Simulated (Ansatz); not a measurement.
## Hf, response to strain

Take Hf in the hcp (Mg type) structure (space group P6_3/mmc, No. 194; relaxed with 0.1 eV smearing) as the base.

```yaml
crystal:
  lattice:
    - [3.15810, 0.00000, 0.00000]
    - [-1.57905, 2.73500, 0.00000]
    - [0.00000, 0.00000, 5.00450]
  atoms:
    - { symbol: Hf, position: [0.66667, 0.33333, 0.75000] }
    - { symbol: Hf, position: [0.33333, 0.66667, 0.25000] }
```

Cartesian axes are those of the cell as printed.

Strains are applied to the cell and any free atomic positions relax.

All numbers come from Ansatz (a program for electronic structure) PBEsol, no SOC.

Notes on the quantities. energy relative to the base: free energy F.

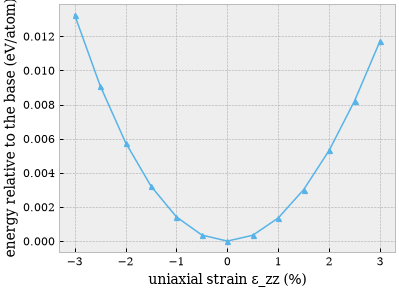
Fig. 1. Energy relative to the base against uniaxial strain ε_zz

Question: From the plot, what is the energy relative to the base for uniaxial strain ε_zz = +2.50 %?

Answer: About 0.008 eV/atom.

Question: Is the trend monotonic over the range shown?

Answer: No, it turns within the range, spanning 0 meV/atom to +13 meV/atom.

Stability against distortions was not tested. All final runs are without spin polarisation.
